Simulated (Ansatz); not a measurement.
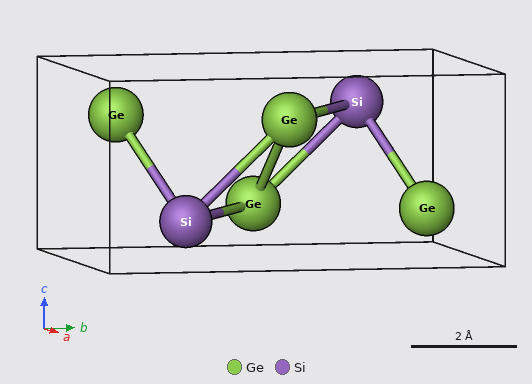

This ball-and-stick model is shown slightly off an axis. The frame is the simulation cell; atoms at its boundary are shown with their periodic copies.

```yaml
crystal:
  lattice:
    - [3.73060, 0.00000, 0.00000]
    - [1.86530, -7.37150, 0.00000]
    - [0.00000, 0.00000, -3.70234]
  atoms:
    - { symbol: Ge, position: [0.75000, 0.50000, 0.75000] }
    - { symbol: Ge, position: [0.25000, 0.50000, 0.25000] }
    - { symbol: Si, position: [0.10600, 0.78800, 0.75000] }
    - { symbol: Si, position: [0.89400, 0.21200, 0.25000] }
    - { symbol: Ge, position: [0.44100, 0.11800, 0.75000] }
    - { symbol: Ge, position: [0.55900, 0.88200, 0.25000] }
```

Level of theory and settings: Ansatz 0.2.0, DFT, PAW plane waves, PBEsol, wavefunction cutoff 420 eV, an 8×8×8 grid in reciprocal space, Fermi-Dirac smearing of 0.1 eV, no spin polarisation.

Question: How are the electrons shared out in a Bader analysis?

Answer: Si +0.05 e; Ge -0.04 to -0.01 e. Little charge moves, as in a metallic or covalent solid.

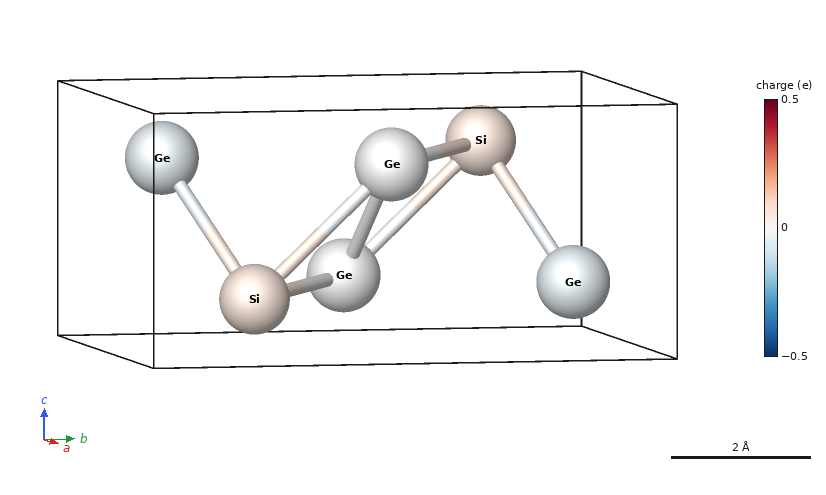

The atoms coloured by those charges.

About the cell: it is a generated cell, made by putting these elements into a known structure type (the compound may or may not exist in this form), and it is unrelaxed. It was run through Ansatz as a DFT input.

At this level of theory the cell isn't at rest (forces up to 0.9 eV/Å), so its distances can differ from those at equilibrium, the more so the softer the solid.
